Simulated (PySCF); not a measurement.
# CH3I3Sn (SnMeI3): what the fields show

```yaml
atoms:
  - { symbol: Sn, position_ang: [0.0328, -0.0080, -0.8554] }
  - { symbol: C, position_ang: [-0.0086, -0.0172, 1.2832] }
  - { symbol: H, position_ang: [-1.0540, 0.0663, 1.6091] }
  - { symbol: H, position_ang: [0.5744, 0.8404, 1.6441] }
  - { symbol: H, position_ang: [0.4305, -0.9596, 1.6363] }
  - { symbol: I, position_ang: [2.5684, -0.0232, -1.7542] }
  - { symbol: I, position_ang: [-1.1842, 2.1903, -1.8107] }
  - { symbol: I, position_ang: [-1.2211, -2.1746, -1.8361] }
```

Geometry: PBE0-D3(BJ)/def2-SVP; core potentials replace the inner electrons of Sn and I.

Theory: CAM-B3LYP/def2-SVPD, SCF density, gas phase, scalar-relativistic core potentials on the heavy atoms (PySCF).

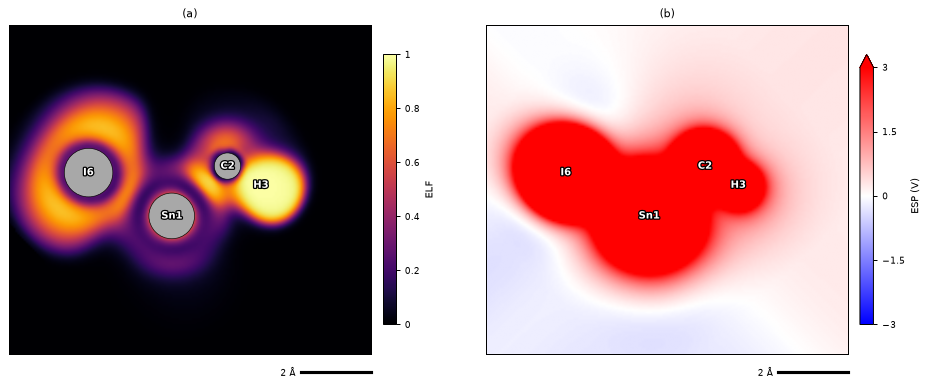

Figure 1. (a) ELF; (b) molecular electrostatic potential on the plane of atoms Sn1, C2 and H3. Grey discs cover the atomic cores in the ELF map.

### Read the bonding off the picture.

- The plane passes through Sn, C, H and I nuclei.
- C–Sn (2.14 Å): the ELF peaks at about 0.90 in the valence shell of C, 0.7 Å from its nucleus, and drops to about 0.20 between the two atoms.
- Sn–I (2.69 Å): the ELF peaks at about 0.70 in the valence shell of I, 1.2 Å from its nucleus, and drops to about 0.20 between the two atoms.
- C–H (1.10 Å): the ELF climbs to about 1 towards the hydrogen, as it does in any bond to H; an ordinary covalent bond to hydrogen.
- The ELF also peaks beside I6, away from the bonds: lone-pair regions.
- Outside the dense part of the molecule the potential is most negative (−0.4 V) near I6.

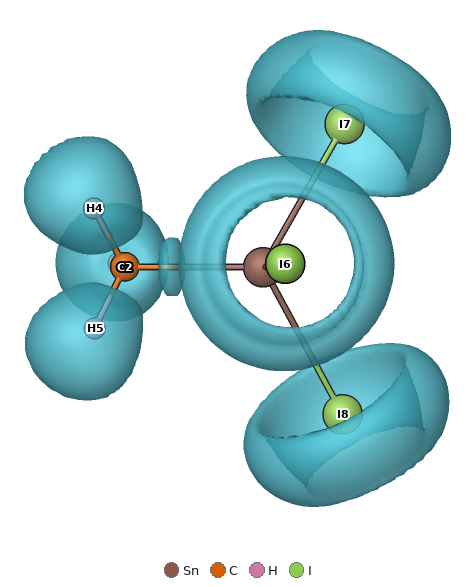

Figure 2. Isosurface of the ELF at 0.8 (cyan), seen at a tilt. Core shells and regions of very low density are left out.

### Identify the bonds, lone pairs and shells in this picture.

The surface consists of three regions around hydrogen nuclei, one lobe of the valence shell of C pointing towards Sn (polar bonds) and three rings or bowls of non-bonding electrons around I.

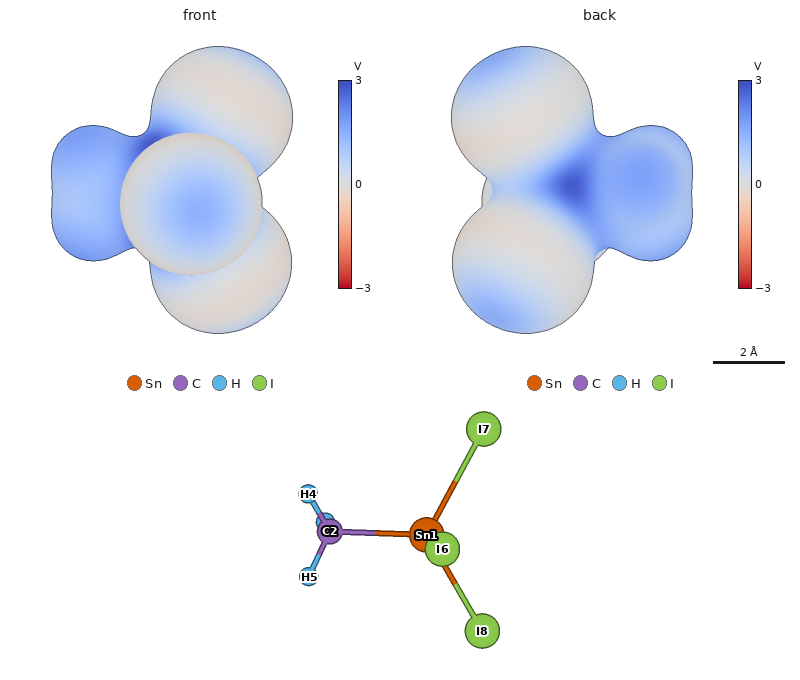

Figure 3. The molecular electrostatic potential painted on the density surface at 0.004 e/bohr³, seen from the front and from behind; the colour scale runs from red (negative) to blue (positive). The bare structure is drawn below in the same view.

### Where is the surface potential most negative and most positive?

The most negative region (about −0.2 V) lies over I6, I7 and I8, the most positive (about +2.7 V) over Sn1. I6 shows a σ-hole: about +1.4 V at the tip opposite its bond, against about −0.1 V on its flanks. I7 shows a σ-hole: about +1.4 V at the tip opposite its bond, against about −0.1 V on its flanks. I8 shows a σ-hole: about +1.4 V at the tip opposite its bond, against about −0.1 V on its flanks.

### What dipole moment does the calculation give?

Its dipole moment is 2.30 D.
